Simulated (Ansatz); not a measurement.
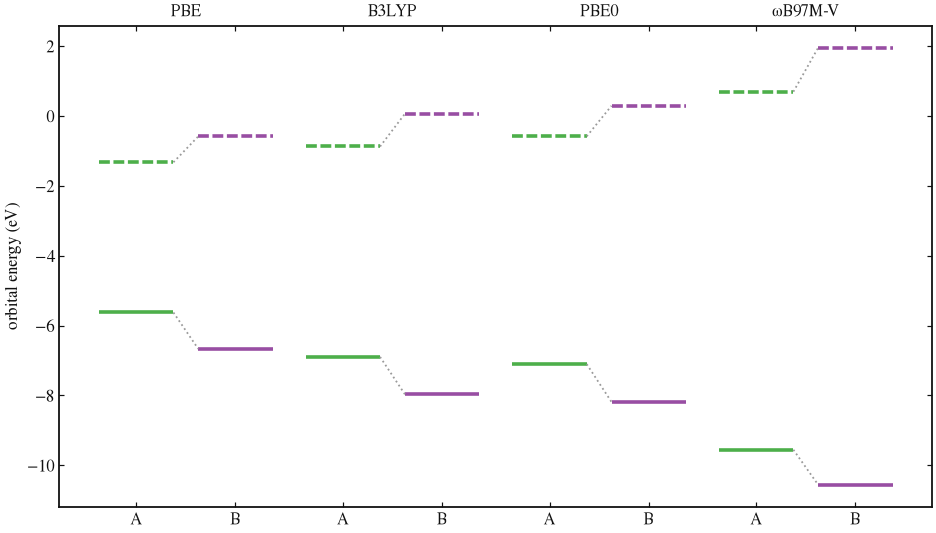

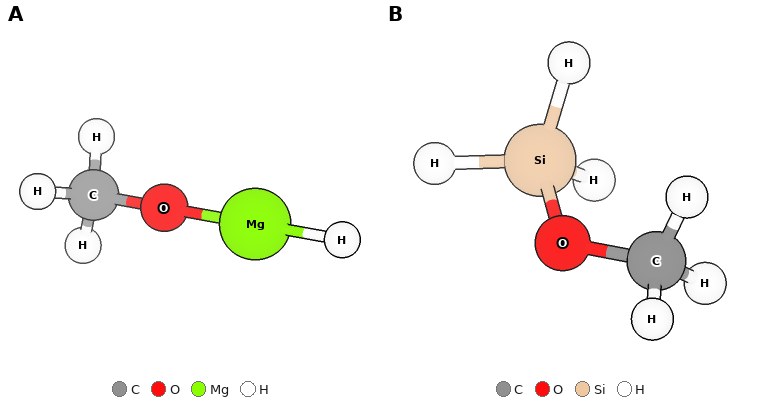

One change: A, CH₄MgO (SMILES C[O][MgH]), becomes B, CH₆OSi (SMILES CO[SiH3]). MgH on O is replaced by SiH₃. HOMO (solid) and LUMO (dashed) computed in def2-TZVPP at PBE0-D4/def2-TZVP geometries, both minima by their frequencies, gas phase, the Ansatz code. Empty levels above zero depend strongly on the basis.

### What does the change do to HOMO and LUMO?

PBE: the HOMO falls by 1.04 eV, the LUMO rises by 0.74 eV, and the separation goes from 4.30 to 6.08 eV. B3LYP: the HOMO falls by 1.07 eV, the LUMO rises by 0.94 eV, and the separation goes from 6.02 to 8.03 eV. PBE0: the HOMO falls by 1.08 eV, the LUMO rises by 0.87 eV, and the separation goes from 6.52 to 8.48 eV. ωB97M-V: the HOMO falls by 1.00 eV, the LUMO rises by 1.26 eV, and the separation goes from 10.25 to 12.51 eV.

### Do the functionals agree on the effect?

They agree on the direction for both levels; the HOMO shift lies between −1.08 and −1.00 eV and the LUMO shift between 0.74 and 1.26 eV, while the separations themselves differ by up to 6.4 eV between functionals.
